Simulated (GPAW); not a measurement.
CrPPd (P-62m) has these P sites:
A. atom 7: 6 Pd at 2.50 Å and 3 Cr at 2.53 Å (9-fold, site symmetry -62m), then 2 P at 3.60 Å and 3 Cr at 3.89 Å
B. atom 8: 3 Pd at 2.37 Å and 6 Cr at 2.67 Å (9-fold, site symmetry -6), then 2 P at 3.60 Å and 3 P at 3.71 Å

Their P K edges were computed (GPAW, LDA, excited-electron core hole (neutral cell), 18-atom cell with 6.4 Å between holes, 4×4×3 k points, dipole transitions, Gaussian full width 0.9 eV up to 4 eV, rising linearly to 3.5 eV at 25 eV) and are given in random order.

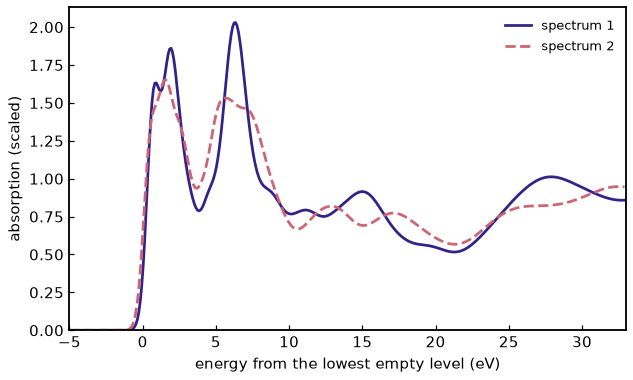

On one photon-energy scale, from the lowest onset; each scaled to a mean of 1 over its first 20 eV.

Question: Which spectrum belongs to which site?

Spectrum 1 is A (onset at +0.14 eV, maxima 0.8 eV (1.63), 1.8 eV (1.86) and 6.2 eV (2.03) above its own zero). Spectrum 2 is B (onset at +0.00 eV, maxima 1.6 eV (1.65), 5.7 eV (1.53) and 12.9 eV (0.82) above its own zero).

[Hosts, paths, dates, database ids (printed as entryN), source tags and the programs' standing remarks are cut or masked in the printed files.]

[Lists of maxima count a maximum above −3 eV only where it reaches 4 % of the highest in the window and stands out from its surroundings by 2 % of it (1.5 % where it reaches 55 %); shoulders and weaker maxima are passed over, and of the rest the first, up to two pre-edge ones and the few strongest are named.]
